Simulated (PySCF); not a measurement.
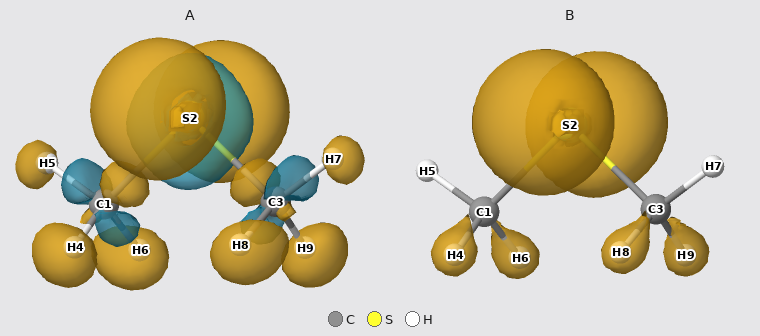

C2H6S, SMILES `CSC`. The Fukui function f⁻ from two separate SCF calculations and the density of the HOMO, at ±0.03 e/Å³ (yellow positive, teal negative).

PySCF calculation, PBE/def2-TZVP, gas phase; geometry: GFN2-xTB. No frequency check shows the geometry to be a minimum. GFN2-xTB bond lengths at metals and heavier atoms can be off by up to 0.1 Å and shapes distorted, which carries into these values.

Geometry (Å), atoms numbered from 1:

```
C1       1.3767    0.5180    0.0005
S2      -0.0001   -0.6641    0.0000
C3      -1.3766    0.5180   -0.0005
H4       1.3268    1.1341    0.8942
H5       2.2924   -0.0633   -0.0022
H6       1.3275    1.1339   -0.8932
H7      -2.2923   -0.0632    0.0022
H8      -1.3272    1.1342    0.8932
H9      -1.3267    1.1341   -0.8942
```

### Which panel is which, and how good is the frozen-orbital picture?

A is f⁻ (it has negative regions), B the HOMO density. The HOMO lies on S2 (78 %) and C1 and C3 (6 % each); f⁻ (Hirshfeld-condensed) is largest on S2 (0.52); the vertical ionisation energy is 8.47 eV (the stability of the cation's solution wasn't checked). Relaxation shifts 26 % of the electron between atoms. The orbital energy is −4.98 eV.

The PySCF run took 34 s on 1 thread of Arm Neoverse V1, with other jobs on the host, peak memory 0.51 GiB.
